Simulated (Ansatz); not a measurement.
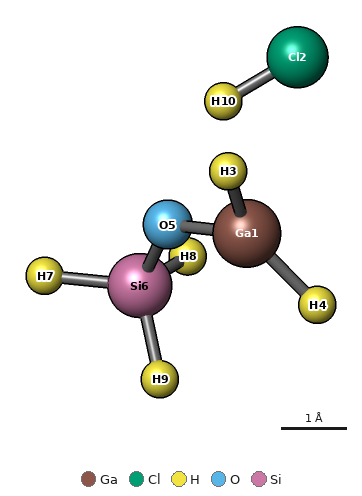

Fig. 1: The input geometry (ball-and-stick view, seen at a tilt; atoms are numbered from 1 in the order of the input). Sticks mark near contacts. Bond lengths as drawn: Cl–H 1.34 Å, Ga–H 1.57 Å, Ga–O 1.81 Å, H–Si 1.50 to 1.51 Å and O–Si 1.68 Å.

## GaSiH6ClO: geometry relaxation

The run: geometry relaxation of GaSiH6ClO. Method and program: RKS PBE-D4/def2-SVP (Ansatz 0.2.0).

It belongs to a series of runs on one base structure; here: end point B relaxed. Figures and captions count atoms from 1; the log counts them from 0 in places.

**Output**
```
The last accepted step is kept in [file] (removed where the run ends without a failure and the disk answers)
Engine: ansatz 0.2.0, aarch64-unknown-linux-gnu
Functional definition: PBE
  parameter kappa = 0.804
  parameter beta = 0.06672455060314922
  exchange = pbe_x(kappa = kappa, mu = beta*pi^2/3)
  correlation = pbe_c(beta = beta)
1237 factors; their error is unknown
mean field evaluation 1: about -74882.7581 eV, gradient 6.5e1 eV
mean field evaluation 2: about -74806.4230 eV, gradient 1.8e2 eV
mean field evaluation 4: about -74889.6312 eV, gradient 1.6e1 eV
mean field evaluation 8: about -74889.9516 eV, gradient 2.3e-1 eV
mean field evaluation 16: about -74889.8815 eV, gradient 3.2e-5 eV
mean field -74889.88153270 eV, -2752.1523841419 hartree, gradient 3.2e-5 eV, S^2 0.000000; 0 other end points of the search recorded, 0 dependent functions left out
the calculation of the forces begins
reference -74889.88157765 eV, -2752.1523857936 hartree; 38, 38 occupied and 74, 74 virtual orbitals, 1237 factors
relax step   1: F+E_penalty+E_count = -74890.10792489 eV  Δ(F+E_penalty+E_count) = +0.000e0 eV  max|allowed force component| = 6.738e-1 eV/Å  Δτ_max = 0.0000 Å  (25 SCF iters, accepted)
these checks for a lower state are left out or cut short: starts, cluster_reference, orbital_swaps, neighbouring_geometries, increment
1237 factors; their error is unknown
mean field -74889.96404965 eV, -2752.1554165839 hartree, gradient 9.0e-6 eV, S^2 0.000000; 0 other end points of the search recorded, 0 dependent functions left out
[... from here on the field's lines of each further geometry are left out, up to the last ...]
relax step   2: F+E_penalty+E_count = -74890.19926158 eV  Δ(F+E_penalty+E_count) = -9.134e-2 eV  max|allowed force component| = 4.395e-1 eV/Å  Δτ_max = 0.1930 Å  (27 SCF iters, accepted)
relax step   3: F+E_penalty+E_count = -74890.27035079 eV  Δ(F+E_penalty+E_count) = -7.109e-2 eV  max|allowed force component| = 5.552e-1 eV/Å  Δτ_max = 0.1951 Å  (27 SCF iters, accepted)
relax step   4: F+E_penalty+E_count = -74890.33060567 eV  Δ(F+E_penalty+E_count) = -6.025e-2 eV  max|allowed force component| = 6.841e-1 eV/Å  Δτ_max = 0.1953 Å  (29 SCF iters, accepted)
relax step   5: F+E_penalty+E_count = -74890.38875889 eV  Δ(F+E_penalty+E_count) = -5.815e-2 eV  max|allowed force component| = 1.124e0 eV/Å  Δτ_max = 0.1952 Å  (34 SCF iters, accepted)
relax step   6: F+E_penalty+E_count = -74890.50770774 eV  Δ(F+E_penalty+E_count) = -1.189e-1 eV  max|allowed force component| = 1.306e0 eV/Å  Δτ_max = 0.1125 Å  (29 SCF iters, accepted)
relax step   7: F+E_penalty+E_count = -74890.63546008 eV  Δ(F+E_penalty+E_count) = -1.278e-1 eV  max|allowed force component| = 2.946e0 eV/Å  Δτ_max = 0.1947 Å  (33 SCF iters, accepted)
relax step   8: F+E_penalty+E_count = -74890.91361482 eV  Δ(F+E_penalty+E_count) = -2.782e-1 eV  max|allowed force component| = 1.193e0 eV/Å  Δτ_max = 0.1945 Å  (28 SCF iters, accepted)
relax step   9: F+E_penalty+E_count = -74891.03940244 eV  Δ(F+E_penalty+E_count) = -1.258e-1 eV  max|allowed force component| = 1.255e0 eV/Å  Δτ_max = 0.1951 Å  (32 SCF iters, accepted)
relax step  10: F+E_penalty+E_count = -74891.06686874 eV  Δ(F+E_penalty+E_count) = -2.747e-2 eV  max|allowed force component| = 8.973e-1 eV/Å  Δτ_max = 0.0994 Å  (27 SCF iters, accepted)
relax step  11: F+E_penalty+E_count = -74891.03109910 eV  Δ(F+E_penalty+E_count) = +3.577e-2 eV  max|allowed force component| = 6.401e-1 eV/Å  Δτ_max = 0.1523 Å  (28 SCF iters, rejected (line search))
relax step  12: F+E_penalty+E_count = -74891.10041387 eV  Δ(F+E_penalty+E_count) = -3.355e-2 eV  max|allowed force component| = 7.827e-2 eV/Å  Δτ_max = 0.0740 Å  (28 SCF iters, accepted)
relax step  13: F+E_penalty+E_count = -74891.10218825 eV  Δ(F+E_penalty+E_count) = -1.774e-3 eV  max|allowed force component| = 8.765e-2 eV/Å  Δτ_max = 0.0584 Å  (27 SCF iters, accepted)
relax step  14: F+E_penalty+E_count = -74891.10424993 eV  Δ(F+E_penalty+E_count) = -2.062e-3 eV  max|allowed force component| = 6.833e-2 eV/Å  Δτ_max = 0.0419 Å  (28 SCF iters, accepted)
relax step  15: F+E_penalty+E_count = -74891.10870815 eV  Δ(F+E_penalty+E_count) = -4.458e-3 eV  max|allowed force component| = 3.299e-2 eV/Å  Δτ_max = 0.0909 Å  (26 SCF iters, accepted)
relax step  16: F+E_penalty+E_count = -74891.11081874 eV  Δ(F+E_penalty+E_count) = -2.111e-3 eV  max|allowed force component| = 2.302e-1 eV/Å  Δτ_max = 0.1955 Å  (25 SCF iters, accepted)
relax step  17: F+E_penalty+E_count = -74891.11493845 eV  Δ(F+E_penalty+E_count) = -4.120e-3 eV  max|allowed force component| = 9.524e-2 eV/Å  Δτ_max = 0.0208 Å  (28 SCF iters, accepted)
relax step  18: F+E_penalty+E_count = -74891.11880442 eV  Δ(F+E_penalty+E_count) = -3.866e-3 eV  max|allowed force component| = 4.158e-2 eV/Å  Δτ_max = 0.0929 Å  (27 SCF iters, accepted)
relax step  19: F+E_penalty+E_count = -74891.11893957 eV  Δ(F+E_penalty+E_count) = -1.352e-4 eV  max|allowed force component| = 1.651e-1 eV/Å  Δτ_max = 0.1959 Å  (27 SCF iters, accepted)
relax step  20: F+E_penalty+E_count = -74891.12157467 eV  Δ(F+E_penalty+E_count) = -2.635e-3 eV  max|allowed force component| = 9.482e-2 eV/Å  Δτ_max = 0.0298 Å  (27 SCF iters, accepted)
relax step  21: F+E_penalty+E_count = -74891.12260763 eV  Δ(F+E_penalty+E_count) = -1.033e-3 eV  max|allowed force component| = 1.154e-1 eV/Å  Δτ_max = 0.0418 Å  (28 SCF iters, accepted)
relax step  22: F+E_penalty+E_count = -74891.12335334 eV  Δ(F+E_penalty+E_count) = -7.457e-4 eV  max|allowed force component| = 3.527e-2 eV/Å  Δτ_max = 0.0251 Å  (27 SCF iters, accepted)
the calculation of the forces begins
reference -74890.88476990 eV, -2752.1892524291 hartree; 38, 38 occupied and 74, 74 virtual orbitals, 1237 factors
relax step  23: F+E_penalty+E_count = -74891.12357571 eV  Δ(F+E_penalty+E_count) = -2.224e-4 eV  max|allowed force component| = 2.041e-2 eV/Å  Δτ_max = 0.0306 Å  (27 SCF iters, accepted)
1237 factors; their error is unknown
mean field evaluation 192: about -74890.8847 eV, gradient 1.0e-5 eV
```

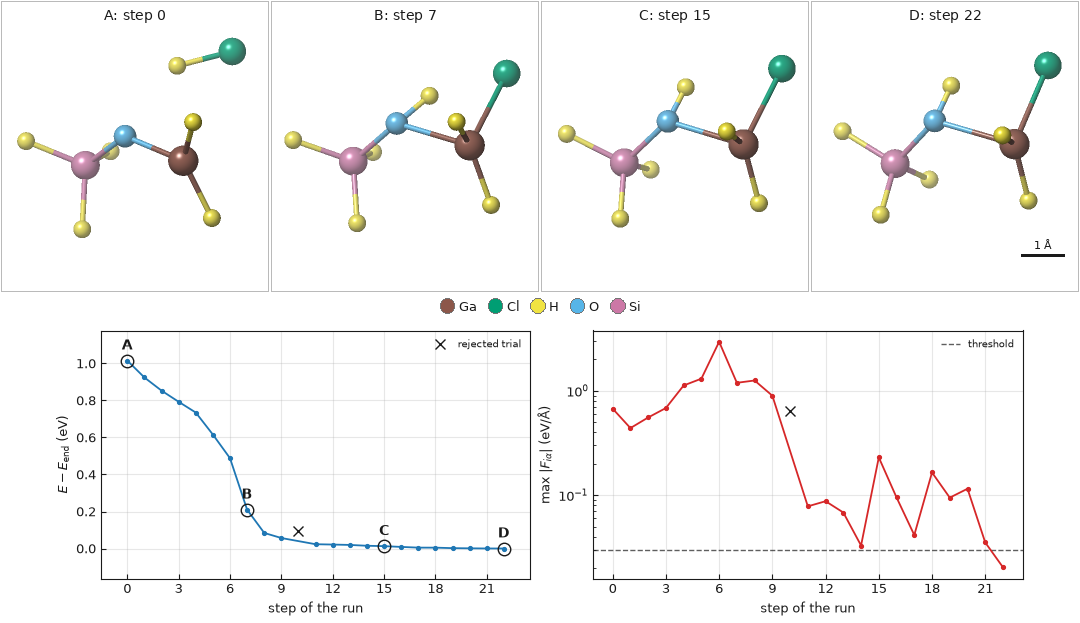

Fig. 2: Frames of the relaxation (ball-and-stick view, seen at a tilt) above the curves, on which the letters mark them (the first geometry is step 0 here and step 1 in the log).

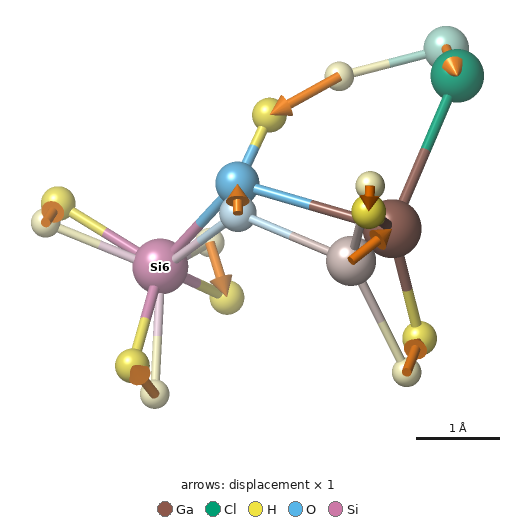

Fig. 3: Start (faint) and end (solid) with the displacements as orange arrows, at true length (ball-and-stick view, seen at a tilt). The two geometries are laid on each other by the best rigid fit. The energy falls by 1.016 eV in 22 geometry steps. The largest force component goes from 0.67 to 0.02 eV/Å. The line search rejected the trial step at point 10 (counted from 0) and went back. H10 moves most after the best rigid fit: 0.99 Å. Largest moves by element: H 0.99 Å, Cl 0.76 Å, Ga 0.70 Å, O 0.41 Å, Si 0.05 Å. Among the contacts that change: O5–H10 2.204 → 0.991 Å, Ga1–Cl2 3.434 → 2.247 Å, Cl2–H10 1.341 → 2.336 Å, Ga1–O5 1.807 → 2.156 Å. New bonds form: Ga1–Cl2 (3.43 → 2.25 Å), O5–H10 (2.20 → 0.99 Å). Bonds break: Cl2–H10 (1.34 → 2.34 Å). Among the angles that change: H4–Ga1–O5 115.1° → 100.3°, H3–Ga1–O5 112.7° → 103.4°, Ga1–O5–Si6 134.9° → 125.7°. (Atoms are counted from 1 in the order of the input.)

```
mean field -74890.88472780 eV, -2752.1892508818 hartree, gradient 1.3e-5 eV, S^2 0.000000; 1 other end points of the search recorded, 0 dependent functions left out
the calculation of the forces begins
reference -74890.88476990 eV, -2752.1892524291 hartree; 38, 38 occupied and 74, 74 virtual orbitals, 1237 factors
Total energy: -74891.12361781 eV, -2752.1980299277 hartree
Atom 0 at    -0.082670     0.046372     0.118191 Å, force     0.002341    -0.015359    -0.006197 eV/Å
Atom 1 at     0.070790     0.193975     2.354919 Å, force     0.002091    -0.002618    -0.005553 eV/Å
Atom 2 at     1.207818     0.541274    -0.624785 Å, force    -0.000787     0.005097     0.002878 eV/Å
Atom 3 at    -1.572026    -0.016073    -0.393716 Å, force    -0.000378     0.001035     0.003072 eV/Å
Atom 4 at     0.301289    -2.049761     0.443847 Å, force    -0.009025     0.008257    -0.001346 eV/Å
Atom 5 at    -0.704536    -3.351065    -0.077565 Å, force    -0.002962    -0.005792    -0.000012 eV/Å
Atom 6 at    -0.052902    -4.638496     0.334915 Å, force    -0.013287     0.020413    -0.000178 eV/Å
Atom 7 at    -2.070834    -3.230037     0.531381 Å, force     0.017262    -0.006105    -0.003484 eV/Å
Atom 8 at    -0.751360    -3.212066    -1.565270 Å, force     0.003740     0.001133     0.006576 eV/Å
Atom 9 at     0.403330    -1.921721     1.421581 Å, force     0.001004    -0.006060     0.004244 eV/Å
Dipole moment:    -0.117919    -0.707568    -0.266464 e Å
```

**Trajectory as extended XYZ (Å, eV, eV/Å), 10 of the 23 frames kept, from step=1 to step=23**
```
10
Properties=species:S:1:pos:R:3:forces:R:3 step=1 energy=-74890.10793
Ga    0.1020   -0.2359   -0.4939   -0.0455   0.4806  -0.0010
Cl   -0.1926   -0.2559    2.9279    0.2513  -0.6738  -0.6387
H     1.4523    0.5408   -0.3431    0.0025   0.0017   0.0019
H    -1.2813    0.1700   -1.1223    0.0025  -0.0033  -0.0008
O     0.2135   -1.9471    0.0758    0.0315  -0.4328   0.3237
Si   -0.7216   -3.3276   -0.1291   -0.0046   0.0002   0.0050
H     0.1805   -4.5302   -0.1415   -0.0007   0.0003  -0.0045
H    -1.6995   -3.4662    1.0098    0.0069  -0.0003   0.0024
H    -1.4928   -3.2800   -1.4245   -0.0022   0.0044   0.0040
H     0.1884   -1.3055    2.1845   -0.2418   0.6230   0.3080
10
Properties=species:S:1:pos:R:3:forces:R:3 step=3 energy=-74890.27035
Ga    0.0917   -0.2007   -0.3122   -0.0177   0.3265  -0.0784
Cl   -0.1659   -0.2629    2.5932   -0.1409   0.5145   0.2018
H     1.4627    0.5527   -0.2461   -0.0003  -0.0311   0.0025
H    -1.2713    0.1794   -1.0044    0.0047  -0.0230   0.0844
O     0.2100   -1.9654    0.2111    0.0445  -0.1945   0.1369
Si   -0.7189   -3.3365   -0.0819   -0.0169  -0.0583   0.0202
H     0.1834   -4.5381   -0.1225   -0.0054  -0.0005  -0.0007
H    -1.7163   -3.5059    1.0350   -0.0153  -0.0291  -0.0069
H    -1.4679   -3.2466   -1.3895    0.0356   0.0507   0.0255
H     0.1415   -1.3137    1.8605    0.1118  -0.5552  -0.3854
10
Properties=species:S:1:pos:R:3:forces:R:3 step=6 energy=-74890.50771
Ga    0.1024   -0.0901   -0.1062    0.4296   0.3888  -0.3390
Cl   -0.2338   -0.1689    2.2717   -0.1842   1.1845   0.9232
H     1.5732    0.4701   -0.4149   -0.4563  -0.2149   0.1073
H    -1.3055    0.2387   -0.7200    0.0325  -0.0629  -0.0548
O     0.2054   -1.9972    0.4384   -0.0408   0.1308   0.1488
Si   -0.6892   -3.3613   -0.0190   -0.2079  -0.2151  -0.0500
H     0.2110   -4.5600   -0.1251    0.0171   0.0471  -0.0012
H    -1.7429   -3.6263    1.0295    0.0645   0.0272  -0.0565
H    -1.3619   -3.1159   -1.3480    0.0785   0.0208   0.0762
H    -0.0097   -1.4266    1.5371    0.2669  -1.3064  -0.7541
10
Properties=species:S:1:pos:R:3:forces:R:3 step=8 energy=-74890.91361
Ga    0.0879    0.0274   -0.0207    0.1335   0.2330   0.1940
Cl   -0.2283    0.0649    2.3187    0.1083   0.0607  -0.5031
H     1.5646    0.4374   -0.4219   -0.2221  -0.1137   0.0892
H    -1.2967    0.2666   -0.7252    0.0290  -0.0973  -0.0135
O     0.1822   -2.0509    0.4706    0.0583   1.1925   0.7418
Si   -0.7082   -3.4172   -0.0195   -0.3138  -0.2389   0.0457
H     0.2200   -4.5906   -0.1406    0.0017   0.0514  -0.0058
H    -1.7609   -3.6944    1.0231    0.0575   0.0057  -0.0918
H    -1.3429   -3.1122   -1.3509    0.0758   0.0023   0.0916
H     0.0312   -1.5688    1.4099    0.0718  -1.0956  -0.5480
10
Properties=species:S:1:pos:R:3:forces:R:3 step=11 energy=-74891.03110 accepted=F
Ga    0.0314    0.0294    0.0062    0.0798   0.4501   0.4275
Cl   -0.1301    0.3382    2.2595   -0.0183  -0.1549  -0.2053
H     1.4811    0.4180   -0.4401    0.0153  -0.0804  -0.1587
H    -1.3683    0.1858   -0.6751   -0.0633  -0.1220  -0.1217
O     0.1933   -2.0201    0.4909   -0.3595  -0.5123   0.3363
Si   -0.7196   -3.4159    0.0063    0.1242   0.1203  -0.6401
H     0.1974   -4.5937   -0.1161    0.0308   0.0001   0.1512
H    -1.8868   -3.7237    0.8929    0.0996   0.1449   0.1959
H    -1.1893   -3.0050   -1.3463   -0.1117  -0.0721  -0.1455
H     0.1398   -1.8507    1.4654    0.2030   0.2261   0.1603
10
Properties=species:S:1:pos:R:3:forces:R:3 step=13 energy=-74891.10219
Ga    0.0372    0.0740    0.0526    0.0018  -0.0162  -0.0345
Cl   -0.1746    0.3241    2.2727    0.0137  -0.0082   0.0217
H     1.4869    0.3932   -0.4590   -0.0001   0.0087  -0.0050
H    -1.3330    0.1448   -0.7183   -0.0118  -0.0069   0.0083
O     0.1636   -2.0289    0.5124   -0.0087   0.0216   0.0876
Si   -0.7242   -3.3990   -0.0367    0.0018  -0.0276  -0.0346
H     0.2039   -4.5731   -0.1225   -0.0038  -0.0019  -0.0125
H    -1.8288   -3.6862    0.9362   -0.0157   0.0189  -0.0009
H    -1.2504   -3.0182   -1.3841    0.0151  -0.0116  -0.0012
H     0.1684   -1.8684    1.4902    0.0077   0.0231  -0.0289
10
Properties=species:S:1:pos:R:3:forces:R:3 step=16 energy=-74891.11082
Ga   -0.0239    0.0565    0.0792   -0.0033   0.0253   0.0059
Cl   -0.0046    0.2836    2.3216    0.0043  -0.0038  -0.0678
H     1.3523    0.4299   -0.5908   -0.0730  -0.0080   0.0341
H    -1.4802    0.0816   -0.5349    0.0662   0.0047   0.0348
O     0.2009   -2.0327    0.5120    0.0024  -0.0224   0.0668
Si   -0.7112   -3.3784   -0.0586   -0.0719  -0.1339  -0.0870
H     0.1239   -4.6294    0.1060   -0.1406   0.1847  -0.0288
H    -1.9973   -3.4955    0.7298    0.1791   0.0202  -0.1308
H    -0.9618   -3.0654   -1.5132    0.0339  -0.0744   0.2302
H     0.2508   -1.8878    1.4924    0.0029   0.0075  -0.0576
10
Properties=species:S:1:pos:R:3:forces:R:3 step=18 energy=-74891.11880
Ga   -0.0385    0.0573    0.0868    0.0154  -0.0374   0.0110
Cl    0.0097    0.2641    2.3231    0.0012   0.0045   0.0088
H     1.3149    0.4631   -0.5971   -0.0060   0.0026  -0.0017
H    -1.4993    0.0571   -0.5011   -0.0086  -0.0020   0.0003
O     0.2327   -2.0447    0.4991   -0.0055   0.0416  -0.0018
Si   -0.7090   -3.3736   -0.0631    0.0230  -0.0075   0.0182
H     0.0731   -4.6352    0.1530   -0.0153   0.0033   0.0026
H    -2.0089   -3.4273    0.6827   -0.0123  -0.0012  -0.0070
H    -0.9118   -3.1009   -1.5182    0.0026  -0.0016  -0.0103
H     0.2859   -1.8976    1.4780    0.0055  -0.0023  -0.0203
10
Properties=species:S:1:pos:R:3:forces:R:3 step=21 energy=-74891.12261
Ga   -0.0724    0.0513    0.1119   -0.0108   0.0022   0.0034
Cl    0.0589    0.2070    2.3490    0.0032  -0.0051  -0.0004
H     1.2320    0.5316   -0.6161   -0.0006   0.0013  -0.0032
H    -1.5573    0.0037   -0.4138    0.0002   0.0032  -0.0019
O     0.2832   -2.0445    0.4451    0.0348   0.0167   0.1154
Si   -0.7058   -3.3552   -0.0726   -0.0506  -0.0568  -0.0867
H    -0.0250   -4.6355    0.3086    0.0039  -0.0007   0.0063
H    -2.0620   -3.2745    0.5626    0.0016   0.0105   0.0072
H    -0.7823   -3.1937   -1.5566   -0.0025  -0.0108   0.0009
H     0.3797   -1.9279    1.4255    0.0207   0.0395  -0.0409
10
Properties=species:S:1:pos:R:3:forces:R:3 step=23 energy=-74891.12358
Ga   -0.0827    0.0464    0.1182    0.0023  -0.0154  -0.0062
Cl    0.0708    0.1940    2.3549    0.0021  -0.0026  -0.0056
H     1.2078    0.5413   -0.6248   -0.0008   0.0051   0.0029
H    -1.5720   -0.0161   -0.3937   -0.0004   0.0010   0.0031
O     0.3013   -2.0498    0.4438   -0.0090   0.0083  -0.0013
Si   -0.7045   -3.3511   -0.0776   -0.0030  -0.0058   0.0000
H    -0.0529   -4.6385    0.3349   -0.0133   0.0204  -0.0002
H    -2.0708   -3.2300    0.5314    0.0173  -0.0061  -0.0035
H    -0.7514   -3.2121   -1.5653    0.0037   0.0011   0.0066
H     0.4033   -1.9217    1.4216    0.0010  -0.0061   0.0042
```

The run was set up as follows.

**Input**
```yaml
crystal:
  periodic: [false, false, false]
  atoms:
    - { symbol: Ga, position_ang: [0.101993, -0.235883, -0.493908] }
    - { symbol: Cl, position_ang: [-0.192618, -0.255915, 2.927863] }
    - { symbol: H, position_ang: [1.452287, 0.540845, -0.343081] }
    - { symbol: H, position_ang: [-1.281343, 0.170005, -1.122273] }
    - { symbol: O, position_ang: [0.213532, -1.947135, 0.075783] }
    - { symbol: Si, position_ang: [-0.721596, -3.327585, -0.129116] }
    - { symbol: H, position_ang: [0.1805, -4.530202, -0.141511] }
    - { symbol: H, position_ang: [-1.699503, -3.466181, 1.009797] }
    - { symbol: H, position_ang: [-1.492801, -3.279998, -1.424539] }
    - { symbol: H, position_ang: [0.188449, -1.305549, 2.184483] }
basis:
  gaussian: { orbitals: def2-SVP }
hamiltonian:
  xc: pbe
  dispersion: d4
relax:
  f_tol: 0.03
  max_steps: 50
```

Command:
```bash
ansatz run input.yaml --threads 4 --pin off --max-ram 5120MiB --backend cpu --events-out ev --progress --plain --runs-dir out
```

**Key numbers**

```json
{"quantity": "outcome", "value": "converged"}
{"quantity": "total energy", "value": "−74891.1236 eV"}
{"quantity": "mean-field energy", "value": "−74890.8848 eV"}
{"quantity": "largest force (length of the vector) at the end", "value": "0.024 eV/Å"}
{"quantity": "hardware", "value": "4 threads of Arm Neoverse V1, 24 GiB of memory available, shared host"}
{"quantity": "wall time", "value": "32 s (CPU time 2 min)"}
{"quantity": "peak memory", "value": "0.17 GiB"}
```
